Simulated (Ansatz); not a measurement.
**GaH3F− ([GaFH3]-): levels of theory compared**

Wanted: a comparison of 6 runs (UHF/STO-3G, BHLYP/STO-3G, CAM-B3LYP/STO-3G, UPBE0/STO-3G, UMP2/STO-3G, UCCSD(T)/STO-3G) of GaH3F− ([GaFH3]-). 

Program for the calculation: Ansatz 0.2.0.

15 further runs of the same task are left out: 14 that didn't finish, 1 set aside as unsound or not needed.

## Step 1: The structure to begin with

GaH3F− has 5 atoms, charge -1, and is taken as a singlet. As SMILES, `[H][Ga-]([H])([H])[F]`. The H5–Ga1 distance was set to 1.943 Å, away from the relaxed value.

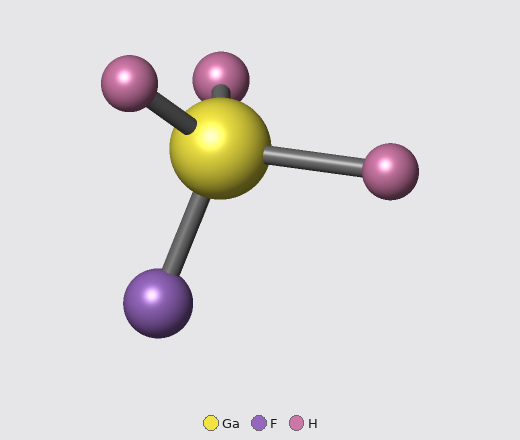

Viewed from a chosen angle; gallium yellow, fluorine purple, hydrogen pink.

## Step 2: A single-point energy at UHF/STO-3G (run 1)

job.yaml

```yaml
crystal:
  periodic: [false, false, false]
  atoms:
    - {symbol: Ga, position_ang: [0.184425, 0.323204, 0.020172]}
    - {symbol: F, position_ang: [0.198145, 0.303374, 1.799712]}
    - {symbol: H, position_ang: [1.673095, 0.333954, -0.427788]}
    - {symbol: H, position_ang: [-0.565625, 1.616494, -0.401918]}
    - {symbol: H, position_ang: [-0.745820, -1.288010, -0.541120]}
basis:
  gaussian: {orbitals: STO-3G}
hamiltonian: {xc: hf}
total_charge: -1
accuracy: high
magnetization: {spin_polarized: true, initial_magnetization: 0}
```

Command:

```bash
$ ansatz run job.yaml --threads 1 --pin off --max-ram 2610MiB --events-out events.jsonl --progress --plain --runs-dir runs
```

Standard output:

```text
Warning: RAYON_NUM_THREADS=1 ignored (pool sized by the plan → 1); use --threads N
Functional definition: HF
  name "HF"
  exchange = exact_x
  correlation = 0
385 factors; integrals over basis functions are off by at most 7.0e-9 eV
mean field evaluation 1: about -54435.3460 eV, gradient 7.6e0 eV
mean field evaluation 2: about -54435.3854 eV, gradient 7.6e0 eV
mean field evaluation 4: about -54436.3414 eV, gradient 6.5e-1 eV
mean field evaluation 8: about -54436.3485 eV, gradient 1.5e-2 eV
mean field evaluation 16: about -54434.9768 eV, gradient 1.6e0 eV
mean field evaluation 32: about -54435.1987 eV, gradient 1.4e-1 eV
mean field evaluation 64: about -54435.0397 eV, gradient 2.2e-1 eV
mean field -54436.34851902 eV, -2000.4989097917 hartree, gradient 1.1e-8 eV, S^2 0.000000; 0 other end points of the search recorded, 0 dependent functions left out
reference -54436.34851902 eV, -2000.4989097917 hartree; 22, 22 occupied and 4, 4 virtual orbitals, 385 factors
Total energy: -54436.34851902 eV, -2000.4989097917 hartree
```

Wall time 0.32 s (1 thread of Arm Neoverse V1, shared host).

## Step 3: The energy at BHLYP/STO-3G (run 2)

run.yaml

```yaml
crystal:
  periodic: [false, false, false]
  atoms:
    - {symbol: Ga, position_ang: [0.184425, 0.323204, 0.020172]}
    - {symbol: F, position_ang: [0.198145, 0.303374, 1.799712]}
    - {symbol: H, position_ang: [1.673095, 0.333954, -0.427788]}
    - {symbol: H, position_ang: [-0.565625, 1.616494, -0.401918]}
    - {symbol: H, position_ang: [-0.745820, -1.288010, -0.541120]}
basis:
  gaussian:
    orbitals: STO-3G
total_charge: -1
hamiltonian:
  xc: {name: BHLYP}
accuracy: high
```

Command:

```bash
$ ansatz run run.yaml --threads 1 --pin off --max-ram 2610MiB --events-out events.jsonl --progress --plain --runs-dir runs
```

Standard output:

```text
Warning: RAYON_NUM_THREADS=1 ignored (pool sized by the plan → 1); use --threads N
Functional definition: BHLYP
  name "BHLYP"
  parameter a = 0.5
  exchange = (1 - a)*b88_x + a*exact_x
  correlation = lyp_c
385 factors; integrals over basis functions are off by at most 7.0e-9 eV
mean field evaluation 1: about -54377.3127 eV, gradient 2.0e2 eV
mean field evaluation 2: about -54456.8149 eV, gradient 6.2e1 eV
mean field evaluation 4: about -54479.3065 eV, gradient 2.9e1 eV
mean field evaluation 8: about -54484.6839 eV, gradient 9.7e-1 eV
mean field evaluation 16: about -54484.7005 eV, gradient 2.0e-4 eV
mean field -54484.70053951 eV, -2002.2758137704 hartree, gradient 4.1e-8 eV, S^2 0.000000; 0 other end points of the search recorded, 0 dependent functions left out
reference -54484.70055760 eV, -2002.2758144354 hartree; 22, 22 occupied and 4, 4 virtual orbitals, 385 factors
Total energy: -54484.70055760 eV, -2002.2758144354 hartree
```

Run time: 1.5 s. Hardware: 1 thread of Arm Neoverse V1, shared host; peak memory 0.094 GiB.

Run 3 isn't shown in full; the table further down has it.

## Step 4: The energy at UPBE0/STO-3G (run 4)

in.yaml

```yaml
basis:
  gaussian: {orbitals: STO-3G}
crystal:
  periodic: [false, false, false]
  atoms:
    - symbol: Ga
      position_ang: [0.184425, 0.323204, 0.020172]
    - symbol: F
      position_ang: [0.198145, 0.303374, 1.799712]
    - symbol: H
      position_ang: [1.673095, 0.333954, -0.427788]
    - symbol: H
      position_ang: [-0.565625, 1.616494, -0.401918]
    - symbol: H
      position_ang: [-0.745820, -1.288010, -0.541120]
total_charge: -1
magnetization: {spin_polarized: true}
hamiltonian: {xc: {name: PBE0}}
accuracy: high
```

Command:

```bash
$ ansatz run in.yaml --threads 1 --pin off --max-ram 2610MiB --events-out events.jsonl --progress --plain --runs-dir runs
```

Standard output:

```text
Warning: RAYON_NUM_THREADS=1 ignored (pool sized by the plan → 1); use --threads N
Functional definition: PBE0
  name "PBE0"
  parameter a = 0.25
  parameter kappa = 0.804
  parameter beta = 0.06672455060314922
  exchange = (1 - a)*pbe_x(kappa = kappa, mu = beta*pi^2/3) + a*exact_x
  correlation = pbe_c(beta = beta)
385 factors; integrals over basis functions are off by at most 7.0e-9 eV
mean field evaluation 1: about -53973.7531 eV, gradient 2.7e2 eV
mean field evaluation 2: about -54332.7744 eV, gradient 1.3e2 eV
mean field evaluation 4: about -54458.4216 eV, gradient 5.6e1 eV
mean field evaluation 8: about -54476.6555 eV, gradient 1.3e-1 eV
mean field evaluation 16: about -54476.6438 eV, gradient 4.2e-5 eV
mean field -54476.64378267 eV, -2001.9797334177 hartree, gradient 5.0e-9 eV, S^2 0.000000; 1 other end points of the search recorded, 0 dependent functions left out
reference -54476.64378405 eV, -2001.9797334685 hartree; 22, 22 occupied and 4, 4 virtual orbitals, 385 factors
Total energy: -54476.64378405 eV, -2001.9797334685 hartree
```

Wall time 2.6 s (1 thread of Arm Neoverse V1, shared host); peak memory 0.13 GiB.

Run 5 isn't shown in full; the table further down has it.

## Step 5: A single-point energy at UCCSD(T)/STO-3G (run 6)

Changes to job.yaml since step 2:

```diff
@@ -10,5 +10,6 @@
   gaussian: {orbitals: STO-3G}
-hamiltonian: {xc: hf}
 total_charge: -1
+magnetization: {spin_polarized: true}
+correlation: {method: ccsd_t, frozen_orbitals: {F: 1, Ga: 9, H: 0}}
 accuracy: high
-magnetization: {spin_polarized: true, initial_magnetization: 0}
+scf: {omitted_lower_state_checks: [cluster_reference, increment]}
```

Command:

```bash
$ ansatz run job.yaml --threads 1 --pin off --max-ram 2610MiB --events-out events.jsonl --progress --plain --runs-dir runs
```

Standard output, shortened:

```text
Warning: RAYON_NUM_THREADS=1 ignored (pool sized by the plan → 1); use --threads N
[... 2 set-up lines as earlier in the session ...]
[...]
385 factors; integrals over basis functions are off by at most 7.0e-9 eV
[...]
mean field -54436.34851902 eV, -2000.4989097917 hartree, gradient 1.1e-8 eV, S^2 0.000000; 6 other end points of the search recorded, 0 dependent functions left out
10 core orbitals not correlated: weight in the atoms' cores, before any rotation towards them, 1.000 or more for the frozen orbitals, at most 0.000 for the correlated occupied ones
reference -54436.34851902 eV, -2000.4989097917 hartree; 12, 12 occupied and 4, 4 virtual orbitals, 385 factors
second order -1.84873015 eV of doubles, -0.00000000 eV of singles
cycle   1  -2.17366676 eV  change   -3.2e-1 eV  update   9.4e-2
[...]
cycle  30  -2.58407202 eV  change   6.7e-10 eV  update   2.4e-9
perturbative correction -0.23215337 eV, -0.0085314792 hartree
Total energy: -54439.16474442 eV, -2000.6024041663 hartree
Checks for a lower state left out: cluster_reference, increment
```

Run time: 1.1 s. Hardware: 1 thread of Arm Neoverse V1, shared host.

## Step 6: All runs side by side

```tsv
run	level	frozen core orbitals	energy (Eh)	wall time
1	UHF/STO-3G	–	-2000.498910	0.32 s
2	BHLYP/STO-3G	–	-2002.275814	1.5 s
3	CAM-B3LYP/STO-3G	–	-2002.277352	1.7 s
4	UPBE0/STO-3G	–	-2001.979733	2.6 s
5	UMP2/STO-3G	10	-2000.566849	0.83 s
6	UCCSD(T)/STO-3G	10	-2000.602404	1.1 s
```

## Step 7: What came out

```
                                           quantity           value
                                run 6: total energy  -2000.60240 Eh
run 6: correlation energy (10 core orbitals frozen)      -103.5 mEh
                              run 6: (T) correction       -8.53 mEh
                               run 6: T1 diagnostic           0.024
```

In words: Below the UHF energy at the same shape and in the same basis (STO-3G): UMP2 -67.9 mEh; UCCSD(T) -103.5 mEh. Totals of different functionals can't be ranked against each other. In runs 1, 2, 3, 4, 5, 6 the basis is minimal, so the values are rough. All runs together took 8.1 s, the longest 2.6 s.
